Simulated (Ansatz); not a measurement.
Fields on a plane of CsSnI3 (cubic perovskite)

```
CsSnI3
1.0
    6.27133     0.00000     0.00000
    0.00000     6.27133     0.00000
    0.00000     0.00000     6.27133
Cs Sn I
1 1 3
Cartesian
  0.00000   0.00000   0.00000
  3.13567   3.13567   3.13567
  0.00000   3.13567   3.13567
  3.13567   3.13567   0.00000
  3.13567   0.00000   3.13567
```

The slice is a {100} plane (indices of the conventional cell) through the point (0.500, 0.500, 0.500) (fractional), spanned by u = [100] and v = [010] in vectors of this cell: u (6.27 Å) and v (6.27 Å, at 90° to u). It covers one period; positions are fractions (u, v).

Atoms on it: Sn at (0.00, 0.00); I at (0.50, 0.00); I at (0.00, 0.50).

Computed with PBE (plane waves to 420 eV, PAW, scalar-relativistic; Ansatz, a program for electronic structure). k mesh 6×6×6. These are valence fields of a PAW run, semicore shells included where kept as valence: close to a nucleus they are smooth pseudo fields. CsSnI3 was relaxed with its symmetry unable to fall. Spin-orbit coupling is left out, though I is heavy. This is a high-temperature form of CsSnI3.

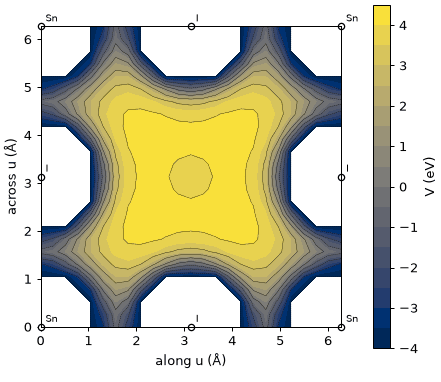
Figure. Electrostatic potential energy of an electron, from the cell's mean, in eV, one period of the plane, atoms marked. Points within 1 Å of a nucleus are left white, as the pseudised field means little there. Values under -4 eV are set to -4. The zero, the cell's mean, hangs on the PAW cores.

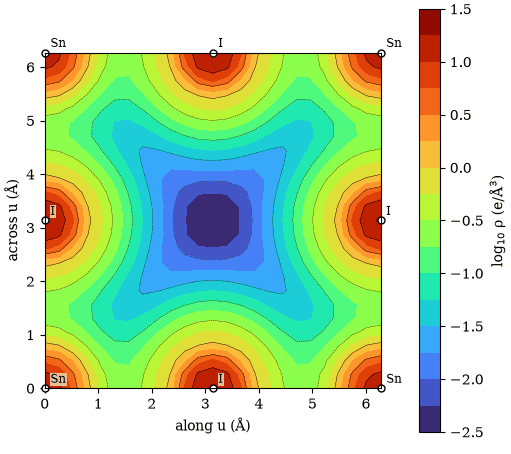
Figure: Log₁₀ of the valence density in e/Å³, one period of the plane, atoms marked. The scale is logarithmic, as a density can span decades between atoms and voids.

The density on the Sn–I line (3.14 Å) at its density minimum, 1.5 Å from Sn is 0.21 e/Å³ and the ELF at that point is 0.4. ELF maximum in the middle third of the Sn–I line: 0.64, 2.0 Å from Sn. Character of the Sn–I contact (rough rule: ELF there above 0.7 covalent, below 0.2 ionic, polar between): polar, between covalent and ionic. Element round which the density of the lowest conduction band (whole band as if filled, smooth part) is largest on this plane: Sn.
